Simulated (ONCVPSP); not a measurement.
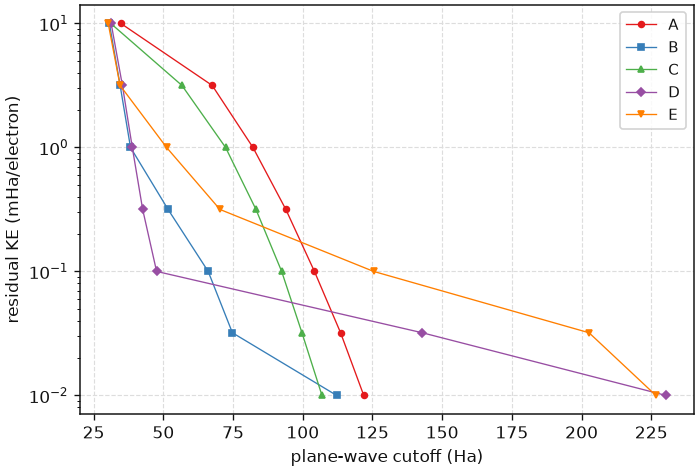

The residual kinetic energy of the 3p3/2 wave for 5 variants of one potential.

Base settings:

- Element: nickel
- Generator: ONCVPSP 4.0.1
- Type: optimised norm-conserving Vanderbilt (ONCV)
- Functional: LDA (Perdew-Zunger)
- Relativity: fully relativistic
- Frozen core: [Ne] 3s2
- Valence charge: 16
- Reference configuration: 3p6 3d8 4s2
- Partial waves: 4s: rc 2.40 bohr, ncon 4, nbas 9, qcut 3.1 1/bohr, 3 projectors, debl 2.7 Ha; 3p: rc 0.90 bohr, ncon 4, nbas 8, qcut 13.4 1/bohr, 2 projectors, debl 1 Ha; 3d: rc 1.20 bohr, ncon 4, nbas 9, qcut 10.8 1/bohr, 2 projectors, debl 1 Ha; f scattering state at 0.06 Ha: rc 2.50 bohr, ncon 4, nbas 8, qcut 5 1/bohr, 3 projectors, debl 1.3 Ha
- Local potential: polynomial inside 0.90 bohr (lpopt 5, dvloc0 0 Ha)
- Core correction: Teter function, fcfact 1.5, rcfact 1.05

In the p channel the program set the typed energies aside and used -2.591, 0.250 Ha.

> The variants differ in the qcut of the p channel: 8.10 1/bohr, 10.40 1/bohr, 12.60 1/bohr, 16.00 1/bohr, 18.30 1/bohr. Which curve belongs to which value?

A: 18.30 1/bohr; B: 12.60 1/bohr; C: 16.00 1/bohr; D: 10.40 1/bohr; E: 8.10 1/bohr.
